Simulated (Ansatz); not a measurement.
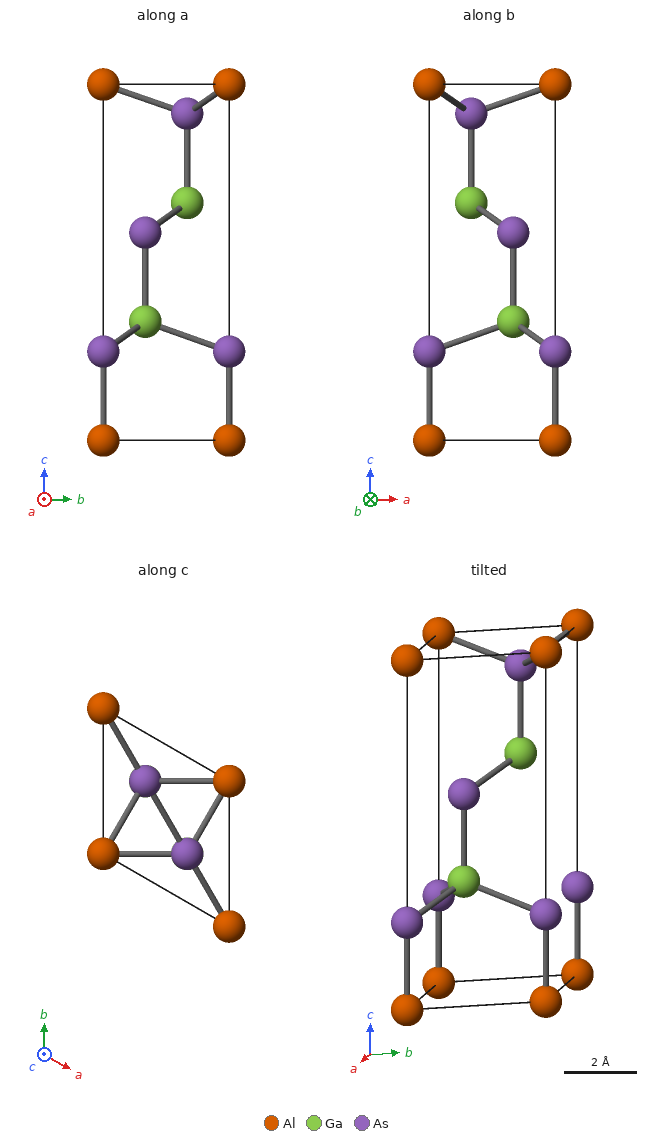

The crystal in a ball-and-stick representation, seen along the a axis, along the b axis, along the c axis and slightly off an axis. The edges of the conventional unit cell are marked.

Lattice parameters: a = 4.0591 Å, b = 4.0591 Å, c = 9.9398 Å, α = 90.000°, β = 90.000°, γ = 120.000°.

Question: Give the structure in the form of a CIF in P1 with every atom of the cell, with free fractional coordinates to two decimals.

Answer:
```cif
data_structure
_symmetry_space_group_name_H-M 'P 1'
_symmetry_Int_Tables_number 1
_cell_length_a 4.0591
_cell_length_b 4.0591
_cell_length_c 9.9398
_cell_angle_alpha 90.000
_cell_angle_beta 90.000
_cell_angle_gamma 120.000
_cell_volume 141.83
loop_
_atom_site_label
_atom_site_type_symbol
_atom_site_fract_x
_atom_site_fract_y
_atom_site_fract_z
_atom_site_occupancy
Al1 Al 0.00 0.00 0.00 1
Ga1 Ga 0.3333 0.6667 0.67 1
Ga2 Ga 0.6667 0.3333 0.3334 1
As1 As 0.3333 0.6667 0.92 1
As2 As 0.6667 0.3333 0.5833 1
As3 As 0.00 0.00 0.25 1
```

The initial geometry was a structure type filled with these elements by a generator (whether the compound takes this form wasn't checked). The geometry was optimised with Ansatz 0.2.0, DFT PBE, scalar-relativistic, plane waves, PAW.
